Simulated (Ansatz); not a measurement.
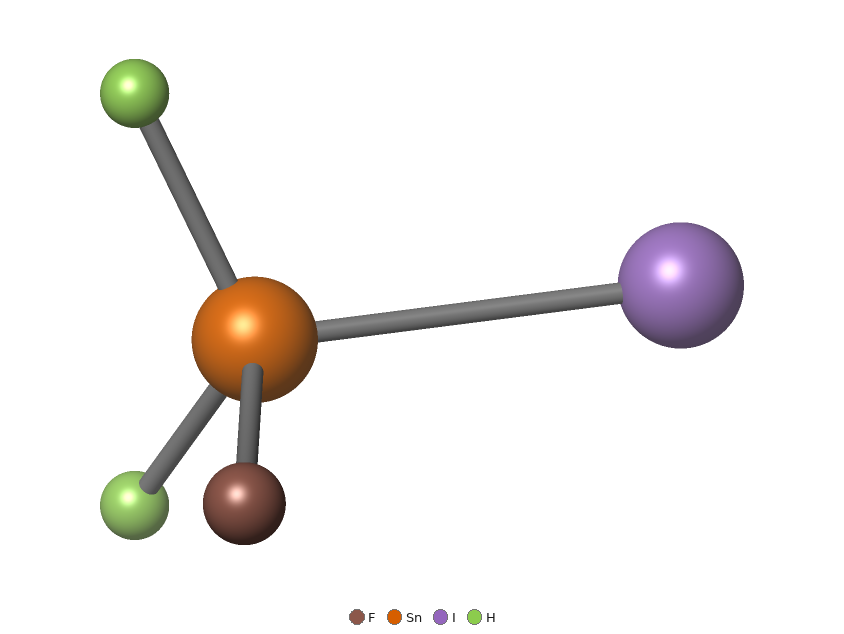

Rendered structure (ball-and-stick style).

What does the picture show?

Formula FH₂ISn. As SMILES it reads `[F][SnH2][I]`. This geometry has Cs symmetry. Coordination: 1 Sn tetrahedral.

The parts below concern this one geometry. Atoms keep their numbers from picture to picture. The geometry was computed by an optimisation with PBE0-D4/def2-TZVP.

## Charges

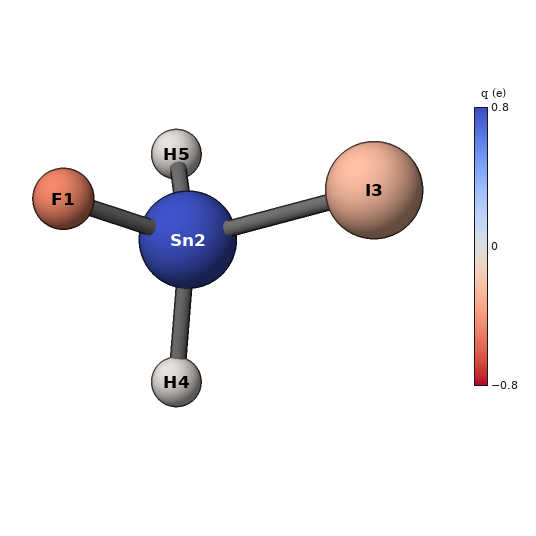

Atoms are coloured by their Mulliken charges. Properties computed with RKS PBE0-D4/def2-TZVP, core potentials on I, Sn (Ansatz 0.2.0).

Give the Mulliken charges atom by atom.

```tsv
atom	value (e)
F1	−0.48
Sn2	0.78
I3	−0.26
H4	−0.02
H5	−0.02
```

## Vibrations

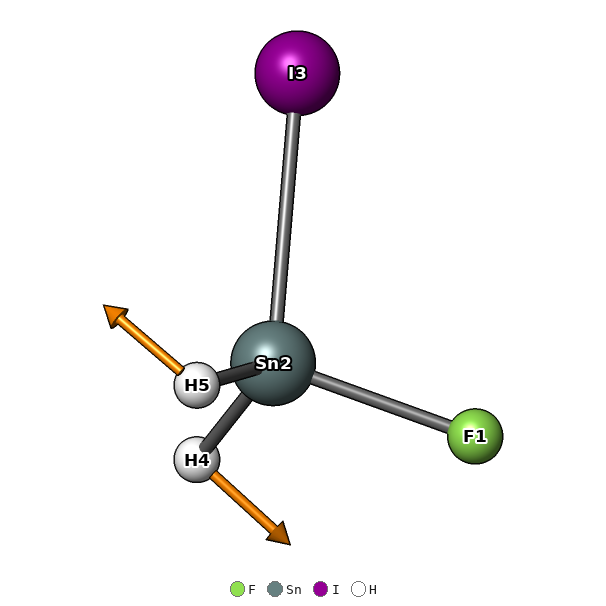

The arrows show one normal mode. Harmonic vibrations computed with RKS PBE0-D4/def2-TZVP, core potentials on I, Sn (Ansatz 0.2.0) at a stationary point of the same level.

> Describe the motion.

Mostly F–Sn–H bending.

> Estimate its harmonic wavenumber.

503 cm⁻¹; it is mode 4 of 9 counted from the lowest.

## Dipole moment

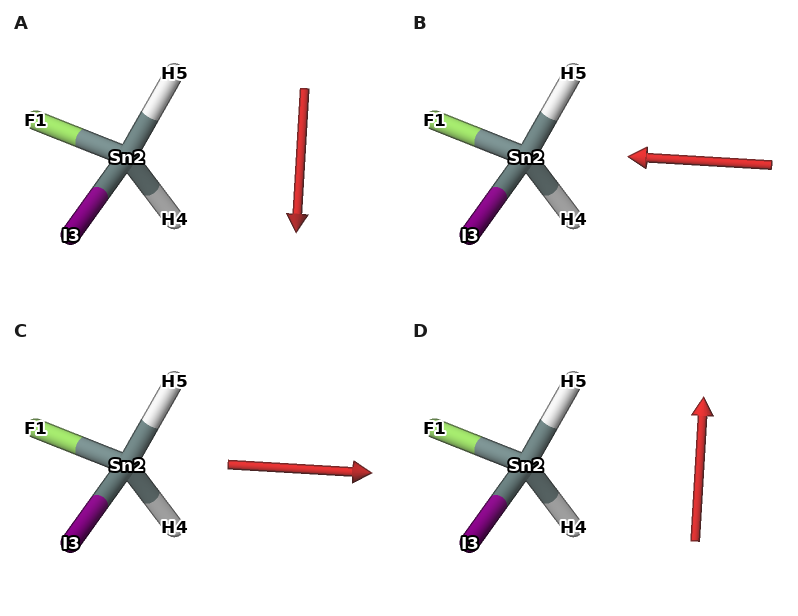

The same molecule four times, each with an arrow. Properties computed with RKS PBE-D4/def2-TZVPP, core potentials on I, Sn (Ansatz 0.2.0).

> Which arrow points along the dipole moment, from the negative to the positive end?

C. The dipole moment is 2.41 D; it points from the side of F1 to the side of H4, H5 (the outermost atoms at the two ends).

Mulliken values depend strongly on the basis set and can even reverse the polarity of a bond.
